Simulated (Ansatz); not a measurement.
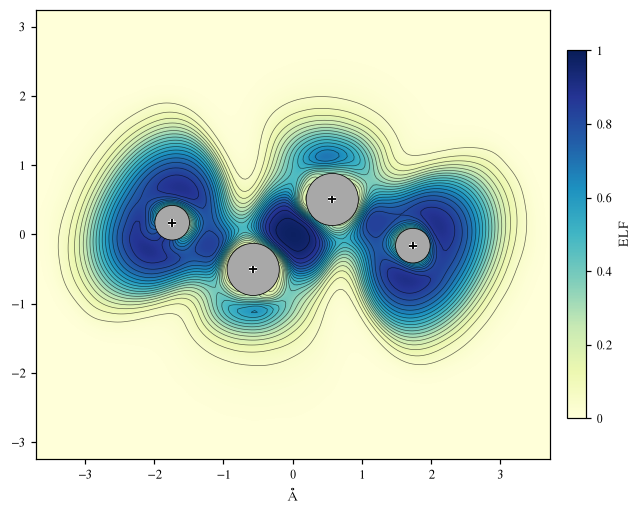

The ELF on a plane through atoms (crosses mark nuclei in the plane; grey discs cover the cores).

All numbers below come from Ansatz, RKS PBE0-D4/def2-TZVPP.

Candidates:
A. BFH4O2Si (SMILES B[Si](O)(O)F)
B. C2H2F4 (SMILES FC(F)C(F)F)
C. C2H2AlBr (SMILES Br[C]1=[CH][AlH]1)

### Which candidate gave the map?

Candidate B: C2H2F4 on the plane of atoms C2, C4 and F5, which holds F and C. C–F (1.35 Å): the ELF peaks at about 0.85 between the atoms: a shared but strongly polarised pair. C–C (1.52 Å): the ELF peaks at about 1 between the atoms; a shared electron pair.
